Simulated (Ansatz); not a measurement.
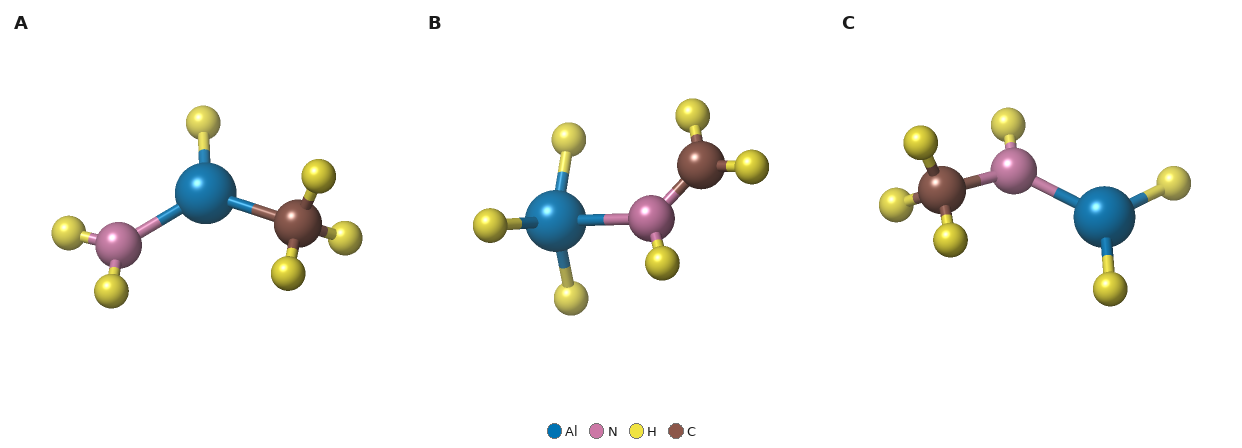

3 stationary structures of one formula. Geometries: PBE0-D4/def2-TZVP. Electronic energies: CCSD(T)/CBS (MP2 limit from def2-TZVPP and def2-QZVPP plus CCSD(T) − MP2) (Ansatz 0.2.0), without zero-point energy. Each is one conformer, not always the lowest.

Which is lowest in energy, and by how much?

Answer. A is lowest (a minimum); C lies 0.909 eV above it (a minimum), B lies 1.915 eV above it (a minimum).
